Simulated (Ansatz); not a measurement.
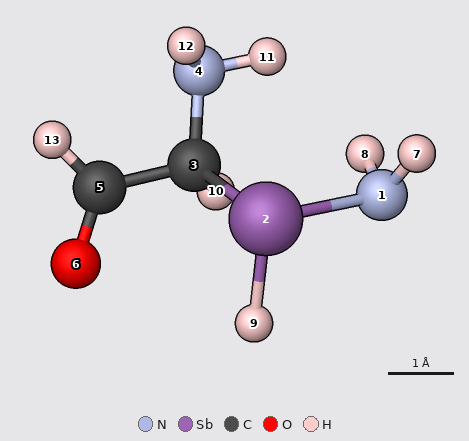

*The starting structure (ball-and-stick view, seen at a tilt; atoms are numbered from 1 in the order of the input). Sticks mark near contacts.*

## Geometry relaxation, with input and output: C$_{2}$H$_{7}$N$_{2}$OSb (part 1 of 2)

C$_{2}$H$_{7}$N$_{2}$OSb, SMILES [NH2][SbH][CH](N)C=O, computed with RKS PBE-D4/def2-SVP (Ansatz 0.2.0).

It belongs to a series of runs on one base structure; here: end point B relaxed. Figures and captions count atoms from 1; the log counts them from 0 in places.

### The program's output
```
The last accepted step is kept in [file] (removed where the run ends without a failure and the disk answers)
Engine: ansatz 0.2.0, aarch64-unknown-linux-gnu
Functional definition: PBE
  parameter kappa = 0.804
  parameter beta = 0.06672455060314922
  exchange = pbe_x(kappa = kappa, mu = beta*pi^2/3)
  correlation = pbe_c(beta = beta)
1525 factors; their error is unknown
mean field evaluation 1: about -13720.1335 eV, gradient 8.7e1 eV
mean field evaluation 2: about -13617.3314 eV, gradient 1.9e2 eV
mean field evaluation 4: about -13735.4808 eV, gradient 2.5e1 eV
mean field evaluation 8: about -13737.0581 eV, gradient 4.4e-1 eV
mean field evaluation 16: about -13736.9925 eV, gradient 2.0e-3 eV
mean field -13736.99246377 eV, -504.8251617757 hartree, gradient 5.1e-5 eV, S^2 0.000000; 0 other end points of the search recorded, 0 dependent functions left out
the calculation of the forces begins
reference -13736.99249945 eV, -504.8251630868 hartree; 32, 32 occupied and 99, 99 virtual orbitals, 1525 factors
relax step   1: F+E_penalty+E_count = -13737.32908775 eV  Δ(F+E_penalty+E_count) = +0.000e0 eV  max|allowed force component| = 2.894e0 eV/Å  Δτ_max = 0.0000 Å  (33 SCF iters, accepted)
these checks for a lower state are left out or cut short: starts, cluster_reference, orbital_swaps, neighbouring_geometries, increment
1525 factors; their error is unknown
mean field -13737.42157391 eV, -504.8409312823 hartree, gradient 1.2e-5 eV, S^2 0.000000; 0 other end points of the search recorded, 0 dependent functions left out
[... from here on the field's lines of each further geometry are left out, up to the last ...]
relax step   2: F+E_penalty+E_count = -13737.74791374 eV  Δ(F+E_penalty+E_count) = -4.188e-1 eV  max|allowed force component| = 1.330e0 eV/Å  Δτ_max = 0.1933 Å  (39 SCF iters, accepted)
relax step   3: F+E_penalty+E_count = -13737.80075891 eV  Δ(F+E_penalty+E_count) = -5.285e-2 eV  max|allowed force component| = 1.013e0 eV/Å  Δτ_max = 0.1936 Å  (39 SCF iters, accepted)
relax step   4: F+E_penalty+E_count = -13737.93581580 eV  Δ(F+E_penalty+E_count) = -1.351e-1 eV  max|allowed force component| = 8.764e-1 eV/Å  Δτ_max = 0.1495 Å  (32 SCF iters, accepted)
relax step   5: F+E_penalty+E_count = -13737.98699669 eV  Δ(F+E_penalty+E_count) = -5.118e-2 eV  max|allowed force component| = 2.392e-1 eV/Å  Δτ_max = 0.2000 Å  (32 SCF iters, accepted)
relax step   6: F+E_penalty+E_count = -13738.00225691 eV  Δ(F+E_penalty+E_count) = -1.526e-2 eV  max|allowed force component| = 1.518e-1 eV/Å  Δτ_max = 0.1385 Å  (31 SCF iters, accepted)
relax step   7: F+E_penalty+E_count = -13738.00637810 eV  Δ(F+E_penalty+E_count) = -4.121e-3 eV  max|allowed force component| = 3.280e-1 eV/Å  Δτ_max = 0.1716 Å  (32 SCF iters, accepted)
relax step   8: F+E_penalty+E_count = -13738.01513829 eV  Δ(F+E_penalty+E_count) = -8.760e-3 eV  max|allowed force component| = 1.755e-1 eV/Å  Δτ_max = 0.0540 Å  (33 SCF iters, accepted)
relax step   9: F+E_penalty+E_count = -13738.01727319 eV  Δ(F+E_penalty+E_count) = -2.135e-3 eV  max|allowed force component| = 1.188e-1 eV/Å  Δτ_max = 0.0573 Å  (33 SCF iters, accepted)
relax step  10: F+E_penalty+E_count = -13738.01890392 eV  Δ(F+E_penalty+E_count) = -1.631e-3 eV  max|allowed force component| = 1.552e-1 eV/Å  Δτ_max = 0.0497 Å  (32 SCF iters, accepted)
relax step  11: F+E_penalty+E_count = -13738.02220556 eV  Δ(F+E_penalty+E_count) = -3.302e-3 eV  max|allowed force component| = 6.643e-2 eV/Å  Δτ_max = 0.0704 Å  (32 SCF iters, accepted)
relax step  12: F+E_penalty+E_count = -13738.02315661 eV  Δ(F+E_penalty+E_count) = -9.510e-4 eV  max|allowed force component| = 1.158e-1 eV/Å  Δτ_max = 0.0540 Å  (33 SCF iters, accepted)
relax step  13: F+E_penalty+E_count = -13738.02397064 eV  Δ(F+E_penalty+E_count) = -8.140e-4 eV  max|allowed force component| = 9.614e-2 eV/Å  Δτ_max = 0.0236 Å  (33 SCF iters, accepted)
relax step  14: F+E_penalty+E_count = -13738.02285716 eV  Δ(F+E_penalty+E_count) = +1.113e-3 eV  max|allowed force component| = 9.546e-2 eV/Å  Δτ_max = 0.0438 Å  (33 SCF iters, rejected (line search))
relax step  15: F+E_penalty+E_count = -13738.02490078 eV  Δ(F+E_penalty+E_count) = -9.301e-4 eV  max|allowed force component| = 2.967e-2 eV/Å  Δτ_max = 0.0213 Å  (34 SCF iters, accepted)
relax step  16: F+E_penalty+E_count = -13738.02519403 eV  Δ(F+E_penalty+E_count) = -2.933e-4 eV  max|allowed force component| = 2.743e-2 eV/Å  Δτ_max = 0.0226 Å  (33 SCF iters, accepted)
relax step  17: F+E_penalty+E_count = -13738.02539573 eV  Δ(F+E_penalty+E_count) = -2.017e-4 eV  max|allowed force component| = 1.903e-2 eV/Å  Δτ_max = 0.0110 Å  (34 SCF iters, accepted)
relax step  18: F+E_penalty+E_count = -13738.02564158 eV  Δ(F+E_penalty+E_count) = -2.458e-4 eV  max|allowed force component| = 4.328e-2 eV/Å  Δτ_max = 0.0199 Å  (33 SCF iters, accepted)
relax step  19: F+E_penalty+E_count = -13738.02586916 eV  Δ(F+E_penalty+E_count) = -2.276e-4 eV  max|allowed force component| = 5.509e-2 eV/Å  Δτ_max = 0.0160 Å  (32 SCF iters, accepted)
relax step  20: F+E_penalty+E_count = -13738.02630653 eV  Δ(F+E_penalty+E_count) = -4.374e-4 eV  max|allowed force component| = 8.552e-2 eV/Å  Δτ_max = 0.0347 Å  (32 SCF iters, accepted)
relax step  21: F+E_penalty+E_count = -13738.02671066 eV  Δ(F+E_penalty+E_count) = -4.041e-4 eV  max|allowed force component| = 8.351e-2 eV/Å  Δτ_max = 0.0192 Å  (34 SCF iters, accepted)
relax step  22: F+E_penalty+E_count = -13738.02556894 eV  Δ(F+E_penalty+E_count) = +1.142e-3 eV  max|allowed force component| = 1.881e-1 eV/Å  Δτ_max = 0.0908 Å  (32 SCF iters, rejected (line search))
relax step  23: F+E_penalty+E_count = -13738.02742434 eV  Δ(F+E_penalty+E_count) = -7.137e-4 eV  max|allowed force component| = 7.337e-2 eV/Å  Δτ_max = 0.0443 Å  (33 SCF iters, accepted)
relax step  24: F+E_penalty+E_count = -13738.02760080 eV  Δ(F+E_penalty+E_count) = -1.765e-4 eV  max|allowed force component| = 7.357e-2 eV/Å  Δτ_max = 0.0561 Å  (32 SCF iters, accepted)
relax step  25: F+E_penalty+E_count = -13738.02794168 eV  Δ(F+E_penalty+E_count) = -3.409e-4 eV  max|allowed force component| = 4.647e-2 eV/Å  Δτ_max = 0.0161 Å  (34 SCF iters, accepted)
relax step  26: F+E_penalty+E_count = -13738.02803135 eV  Δ(F+E_penalty+E_count) = -8.967e-5 eV  max|allowed force component| = 2.961e-2 eV/Å  Δτ_max = 0.0034 Å  (25 SCF iters, accepted)
the calculation of the forces begins
reference -13737.69831945 eV, -504.8511014935 hartree; 32, 32 occupied and 99, 99 virtual orbitals, 1525 factors
relax step  27: F+E_penalty+E_count = -13738.02809803 eV  Δ(F+E_penalty+E_count) = -6.668e-5 eV  max|allowed force component| = 1.265e-2 eV/Å  Δτ_max = 0.0062 Å  (34 SCF iters, accepted)
1525 factors; their error is unknown
mean field evaluation 224: about -13737.6983 eV, gradient 1.1e-3 eV
```

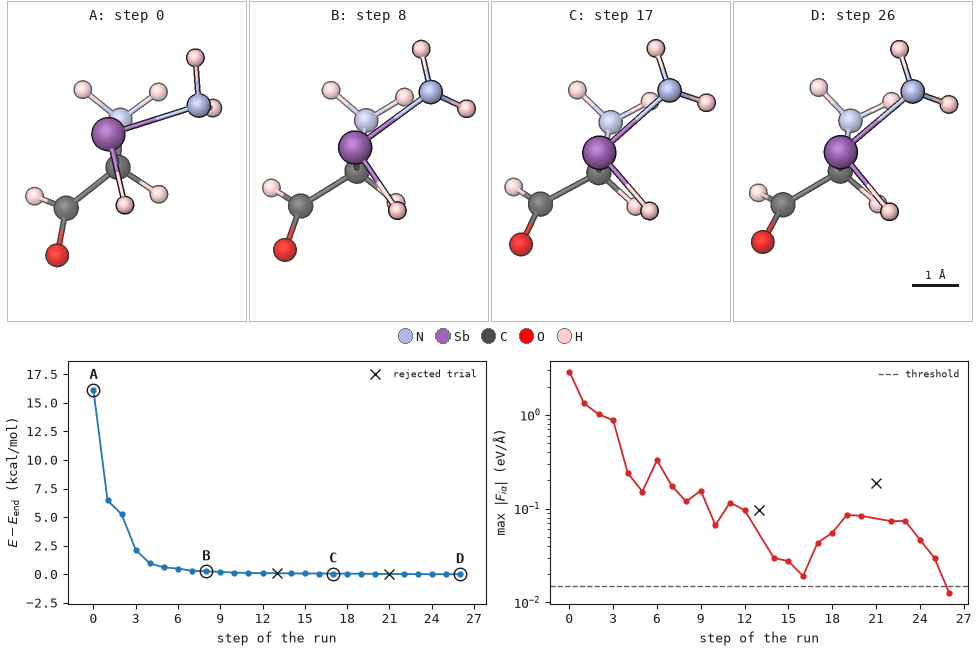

*Frames of the relaxation (ball-and-stick view, seen at a tilt) above the curves, on which the letters mark them (the first geometry is step 0 here and step 1 in the log).*

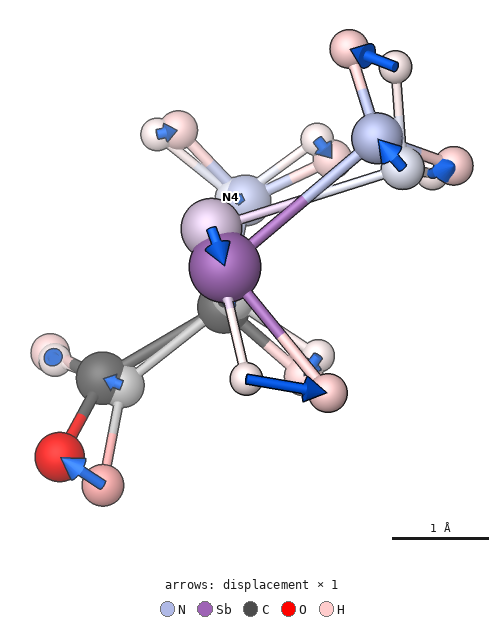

*Start (faint) and end (solid) with the displacements as blue arrows, at true length (ball-and-stick view, seen at a tilt). The two geometries are laid on each other by the best rigid fit.*

The largest move after the best rigid fit is that of H9, 0.89 Å. By element the largest moves are H 0.89 Å, O 0.57 Å, Sb 0.45 Å, N 0.43 Å, C 0.22 Å. Distances before and after: Sb2–C3 2.148 → 2.313 Å, C5–H13 1.056 → 1.134 Å, N4–H12 1.091 → 1.028 Å, N1–H7 1.078 → 1.028 Å. Among the angles that change: Sb2–C3–H10 111.4° → 100.4°, Sb2–N1–H8 105.6° → 114.9°, Sb2–N1–H7 103.1° → 112.0°. Over 26 geometry steps the energy falls by 16.1 kcal/mol. Largest force component: 2.9 eV/Å at the start, 0.013 eV/Å at the end. The line search rejected the trial steps at points 13, 21 (counted from 0) and went back. (Atoms are counted from 1 in the order of the input.)

```
mean field -13737.69828146 eV, -504.8511000973 hartree, gradient 2.1e-5 eV, S^2 0.000000; 1 other end points of the search recorded, 0 dependent functions left out
the calculation of the forces begins
reference -13737.69831945 eV, -504.8511014935 hartree; 32, 32 occupied and 99, 99 virtual orbitals, 1525 factors
Total energy: -13738.02813602 eV, -504.8632220289 hartree
Atom 0 at    -2.072773    -0.845082    -1.020890 Å, force     0.000144     0.004306     0.000405 eV/Å
Atom 1 at    -1.320643     0.887570    -0.133876 Å, force    -0.000478     0.002003     0.002068 eV/Å
Atom 2 at     0.789360     0.048799     0.308142 Å, force    -0.005761     0.002115    -0.004930 eV/Å
Atom 3 at     0.879823    -1.311655     0.767032 Å, force     0.003994    -0.000090    -0.005720 eV/Å
Atom 4 at     1.411702     1.064181     1.207597 Å, force     0.012649    -0.003372     0.008799 eV/Å
Atom 5 at     1.237211     2.269490     1.083032 Å, force    -0.000999    -0.004853     0.003729 eV/Å
Atom 6 at    -2.351233    -1.545187    -0.322210 Å, force     0.001387    -0.002571    -0.000743 eV/Å
Atom 7 at    -1.439624    -1.298462    -1.692136 Å, force    -0.000280    -0.003376     0.000501 eV/Å
Atom 8 at    -0.842839     1.512129    -1.681595 Å, force     0.001204     0.000150     0.000615 eV/Å
Atom 9 at     1.260533     0.152649    -0.692490 Å, force     0.002193    -0.001072     0.002777 eV/Å
Atom 10 at     0.474060    -1.954347     0.076838 Å, force     0.000087    -0.002745     0.001222 eV/Å
Atom 11 at     0.348663    -1.450668     1.636499 Å, force    -0.004031     0.001287     0.003881 eV/Å
Atom 12 at     2.051229     0.642582     2.044109 Å, force    -0.010109     0.008218    -0.012604 eV/Å
Dipole moment:    -0.076220    -0.684067     0.020648 e Å
```

### Trajectory as extended XYZ (Å, eV, eV/Å), 17 of the 27 frames kept, from step=1 to step=27
```
13
Properties=species:S:1:pos:R:3:forces:R:3 step=1 energy=-13737.32909
N    -1.7831   -0.8216   -1.3382   -0.4470  -1.6503   0.7189
Sb   -1.4283    0.5861    0.1829   -0.7924   0.7683  -0.3436
C     0.6410    0.0115    0.2352    1.9859  -0.6554   1.7096
N     0.8922   -1.2928    0.8654   -2.4880  -1.3392   0.4804
C     1.4628    1.0244    0.9959   -1.5125   2.7703  -2.8938
O     1.5370    2.1947    0.6031    0.1566  -0.7487   0.3369
H    -2.5394   -1.4601   -0.9100    1.1487   0.7705  -0.7887
H    -0.9141   -1.4358   -1.3685   -0.9785   0.5578  -0.1092
H    -1.0895    1.8960   -0.9255   -0.1202  -0.0965   0.0986
H     1.0662   -0.0323   -0.7675   -0.0449   0.2051  -0.8109
H     0.3126   -1.9992    0.2876    0.9980   0.7785   0.9937
H     0.3404   -1.2844    1.8061    1.0511  -0.1900  -1.4772
H     1.9276    0.7854    1.9135    1.0431  -1.1706   2.0854
13
Properties=species:S:1:pos:R:3:forces:R:3 step=3 energy=-13737.80076
N    -1.9354   -0.8218   -1.3243    0.6810  -1.0116   0.2072
Sb   -1.4729    0.6521    0.1276    0.0654  -0.0934  -0.1635
C     0.7236   -0.0032    0.3228    0.5366  -0.6131  -0.1186
N     0.8743   -1.3479    0.9110   -0.4005   0.6440   0.0309
C     1.5451    1.0723    0.9919   -0.7832   1.0059   0.9910
O     1.5738    2.2523    0.6388    0.1909  -1.0135  -0.1154
H    -2.4665   -1.5932   -0.8481    0.3667   0.5656  -0.2860
H    -1.0533   -1.2986   -1.6853   -0.9801   0.6435   0.3162
H    -1.1236    1.8624   -1.0672    0.0461  -0.0488  -0.0170
H     1.0250   -0.0196   -0.7533   -0.0991  -0.0526   0.1585
H     0.3009   -2.0266    0.3849    0.1589   0.1413  -0.1071
H     0.4421   -1.3574    1.8538    0.2387   0.0558  -0.1416
H     1.9924    0.8012    2.0276   -0.0213  -0.2231  -0.7544
13
Properties=species:S:1:pos:R:3:forces:R:3 step=4 energy=-13737.93582
N    -1.9485   -0.8143   -1.2618    0.3173  -0.2801   0.0735
Sb   -1.4347    0.7036    0.0988   -0.3081  -0.0312  -0.0752
C     0.7200   -0.0096    0.3295   -0.1621  -0.8764  -0.2869
N     0.8892   -1.3313    0.9106   -0.1584   0.3852   0.0108
C     1.4459    1.0614    1.0233    0.2832   0.0187   0.4100
O     1.4775    2.2241    0.6696    0.0710   0.5438  -0.1080
H    -2.3760   -1.6077   -0.7537    0.0847   0.1687  -0.0862
H    -1.1105   -1.1982   -1.7474   -0.3873   0.1962   0.1239
H    -1.0163    1.8178   -1.1613    0.0262  -0.0452  -0.0298
H     0.9867   -0.0396   -0.7446    0.1565   0.1164  -0.0654
H     0.3285   -2.0025    0.3772   -0.0376  -0.1702  -0.0738
H     0.5036   -1.3485    1.8655    0.0469  -0.0395   0.0257
H     1.9599    0.7168    1.9744    0.0678   0.0136   0.0814
13
Properties=species:S:1:pos:R:3:forces:R:3 step=6 energy=-13738.00226
N    -2.0322   -0.8514   -1.1303    0.0219  -0.0384   0.0054
Sb   -1.3829    0.7622    0.0086   -0.1011   0.0227   0.0445
C     0.7769    0.0231    0.3114   -0.0019  -0.0642   0.0358
N     0.8779   -1.3106    0.8406    0.1282  -0.0566   0.0531
C     1.4496    1.0800    1.1205   -0.0816  -0.1518   0.1087
O     1.4687    2.2655    0.8314    0.0161   0.1503  -0.0395
H    -2.3724   -1.6393   -0.5658    0.0322   0.0321   0.0111
H    -1.3643   -1.2093   -1.8254   -0.0154   0.0173   0.0217
H    -0.9254    1.6443   -1.3988   -0.0194   0.0789  -0.1397
H     1.1644    0.0799   -0.7241    0.0020  -0.0524  -0.0888
H     0.3831   -1.9890    0.2508   -0.0321   0.0404  -0.0523
H     0.4646   -1.3834    1.7794   -0.0010   0.0349  -0.0071
H     1.9176    0.7000    2.0817    0.0522  -0.0131   0.0469
```
